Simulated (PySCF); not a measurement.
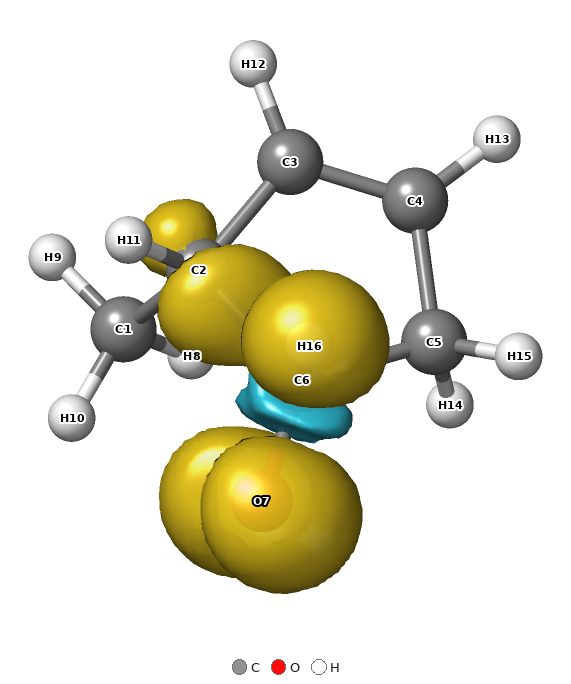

Figure. C$_{6}$H$_{9}$O (doublet). Isosurfaces of the spin density at +0.02 (yellow) and −0.02 e/Å³ (cyan), seen at a tilt.

Geometry: GFN2-xTB.

These are results of UKS B3LYP, pcH-1 on C H O, non-relativistic, mean-field spin-orbit, GIAO (PySCF), not measurements.

```xyz
16

C     1.7202   -0.3058    0.5730
C     0.7614    0.2478   -0.4779
C    -0.0606    1.3787    0.0397
C    -1.2872    1.0173    0.3928
C    -1.5603   -0.4230    0.1221
C    -0.3727   -0.8625   -0.7742
O     0.0148   -2.0955   -0.7625
H     1.1886   -0.5202    1.4966
H     2.5025    0.4237    0.7753
H     2.1679   -1.2268    0.2087
H     1.3236    0.5047   -1.3783
H     0.3526    2.3709    0.1132
H    -2.0377    1.6673    0.8096
H    -1.5633   -1.0125    1.0423
H    -2.5217   -0.5851   -0.3687
H    -0.6358   -0.5701   -1.8232
```

### Describe the spin distribution.

The unpaired spin (1 electron) lies mostly on O7 (about 0.7), H16 (about 0.1) and C2 (about 0.1), in electrons by Hirshfeld's partition.
